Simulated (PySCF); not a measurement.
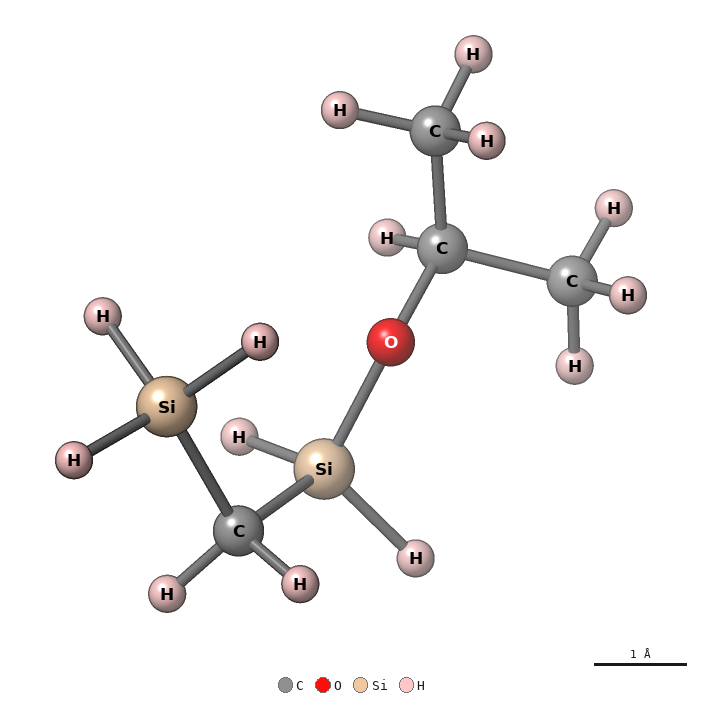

Depth is shown by fading: the farther an atom, the more it takes the colour of the background. The computed structure is the end point of a PBE0-D3(BJ)/def2-SVP optimisation. No frequency run is at hand to confirm it as a minimum. Masses are those of the most abundant isotopes; constants are for the rigid equilibrium geometry.

What kind of rotor is it, and what are its rotational constants in cm⁻¹?

An asymmetric top (C1): A = 0.0921, B = 0.0313, C = 0.0249 cm⁻¹. Ray's parameter κ is −0.81, nearer the prolate limit.
